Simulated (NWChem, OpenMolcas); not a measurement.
## How methods differ on TlBr (SMILES [Br][Tl])

The species is TlBr (2 atoms), meant as a singlet with charge 0. As SMILES, `[Br][Tl]`. The bond length is the measured one.

```xyz
2

Br    0.0000    0.0000    0.0000
Tl    0.0000    0.0000    2.6182
```

Each level gives the HOMO–LUMO gap (eV). The values are calculated.

| level | kind | program | value (eV) | CPU time |
| --- | --- | --- | --- | --- |
| HF/def2-TZVPPD (core potential) | Hartree–Fock | OpenMolcas | 9.74 | 18 s |
| BLYP/def2-TZVPPD (core potential) | GGA | NWChem | 3.69 | 63 s |
| TPSS/def2-TZVPPD (core potential) | meta-GGA | OpenMolcas | 3.98 | 36 s |
| r2SCAN/def2-TZVPPD (core potential) | meta-GGA | OpenMolcas | 4.34 | 35 s |
| B3LYP/def2-TZVPPD (core potential) | global hybrid | OpenMolcas | 4.98 | 30 s |
| BHLYP/def2-TZVPPD (core potential) | global hybrid | NWChem | 6.86 | 59 s |
| PBE0/def2-TZVPPD (core potential) | global hybrid | NWChem | 5.44 | 62 s |
| wB97X/def2-TZVPPD (core potential) | range-separated hybrid | NWChem | 9.15 | 3.2 min |

The values span 3.69 to 9.74 eV. Orbital gaps aren't excitation energies; they tend to grow with the share of exact exchange. CPU times are rough (shared hosts, several kinds of processor): they show what a rung costs within a factor of a few.

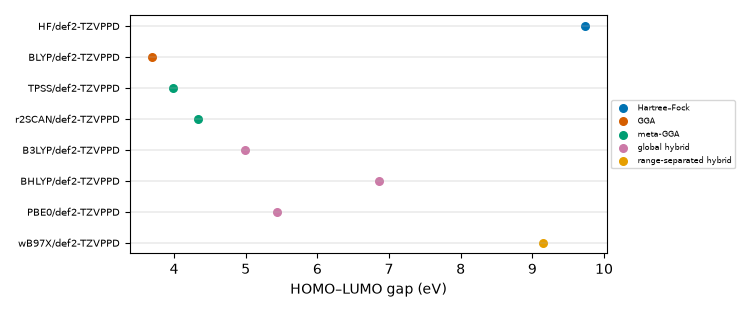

The values of the table, level by level.
